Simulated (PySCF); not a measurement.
# C$_{3}$H$_{2}$Cl$_{4}$OSi (SMILES O=C=C(Cl)[SiH2]C(Cl)(Cl)Cl): what the fields show

Input file:

```
{"job": {"kind": "nmr", "xc": "PBE0", "basis": "pcSseg-1"}, "charge": 0, "multiplicity": 1}
O     -1.484661     2.148504    -1.264764
C     -1.510085     1.064278    -0.864625
C     -1.468186    -0.148508    -0.398730
Cl    -2.905604    -1.147582    -0.486464
Si     0.008019    -0.983447     0.404785
C      1.446976     0.309122     0.306025
Cl     1.009620     1.790402     1.179900
Cl     2.910623    -0.371811     1.030205
Cl     1.785530     0.724311    -1.386137
H     -0.224333    -1.238988     1.823143
H      0.437526    -2.143610    -0.369301
```

Run with:

```sh
OMP_NUM_THREADS=1 python probes_run.py task.json out
```

Geometry: GFN2-xTB.

Method: PBE0/pcSseg-1, SCF density, gas phase, non-relativistic (PySCF 2.14.0).

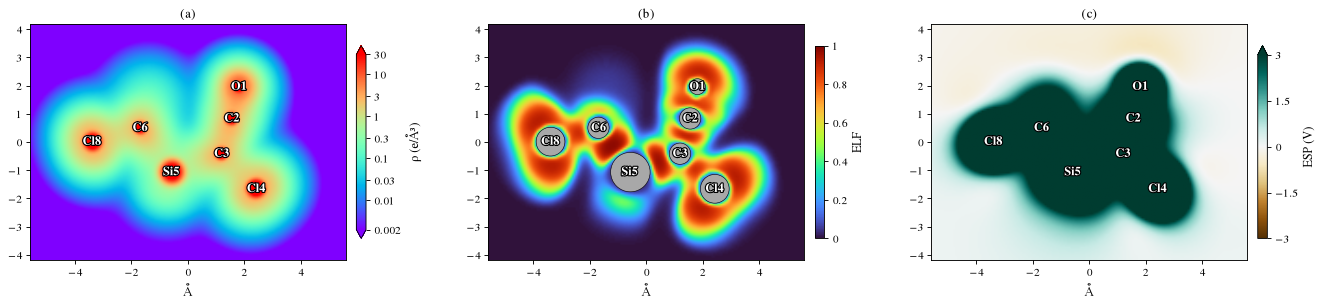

Figure 1. (a) electron density; (b) electron localisation function; (c) molecular electrostatic potential on the plane of atoms C2, C3 and Si5. Grey discs cover the atomic cores in the ELF map.

Read the bonding off the picture.

- Atoms in the plane: O, C, Cl and Si.
- C–O (1.16 Å): the density is about 3.7 e/Å³ at the midpoint; the ELF peaks at about 0.85 between the atoms; a multiple bond.
- C–C (1.30 Å): the density is about 2.3 e/Å³ at the midpoint; the ELF peaks at about 0.90 between the atoms: a short, multiple covalent bond.
- C–Cl (1.75 Å): the density is about 1.3 e/Å³ at the midpoint; the ELF peaks at about 0.90 between the atoms: a shared electron pair.
- C–Si (1.88 Å): ρ at the midpoint is about 0.9 e/Å³; the ELF peaks at about 0.95 between the atoms (a covalent bond).
- C–Si (1.94 Å): the density is about 0.9 e/Å³ at the midpoint; the ELF peaks at about 1 between the atoms: a covalent bond.
- The ELF also peaks beside Cl4, Cl8 and O1, away from the bonds: lone-pair regions.
- Outside the dense part of the molecule the potential is most negative (−0.6 V) near O1.

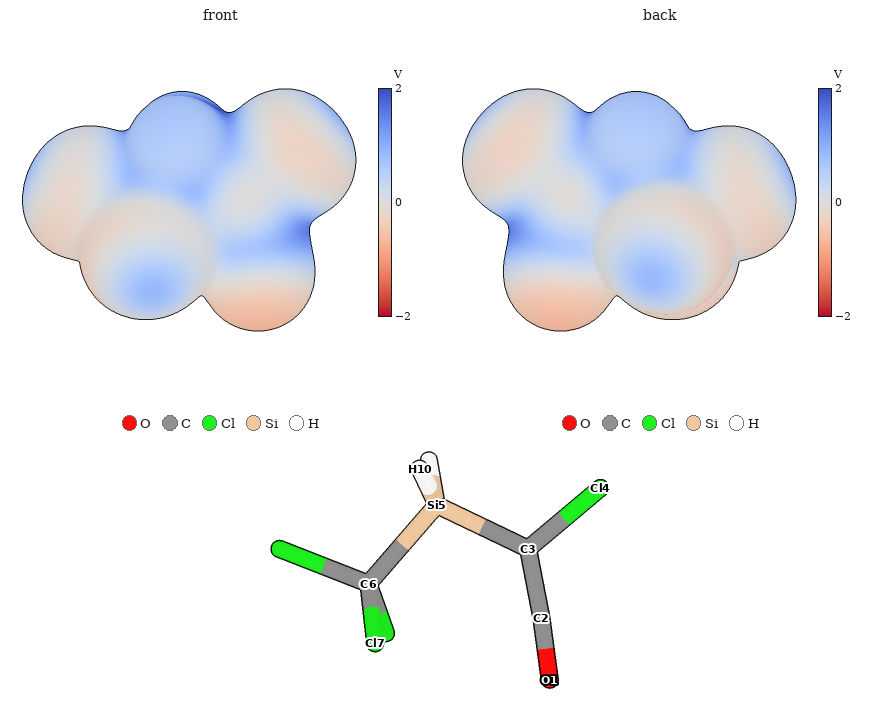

Figure 2. The molecular electrostatic potential painted on the density surface at 0.002 e/bohr³, seen from the front and from behind; red is negative and blue positive. The bare structure is drawn below in the same view.

Describe the electrostatic potential map.

The most negative region (about −0.6 V) lies over O1, the most positive (about +1.7 V) over Si5. Cl4 shows a σ-hole: about +0.9 V at the tip opposite its bond, against about −0.1 V on its flanks. Cl7 shows a σ-hole: about +0.8 V at the tip opposite its bond, against about −0.1 V on its flanks. Cl8 shows a σ-hole: about +0.9 V at the tip opposite its bond, against about −0.1 V on its flanks. Cl9 shows a σ-hole: about +0.8 V at the tip opposite its bond, against about −0.1 V on its flanks.

How polar is the molecule by this calculation?

Its dipole moment is 1.57 D.
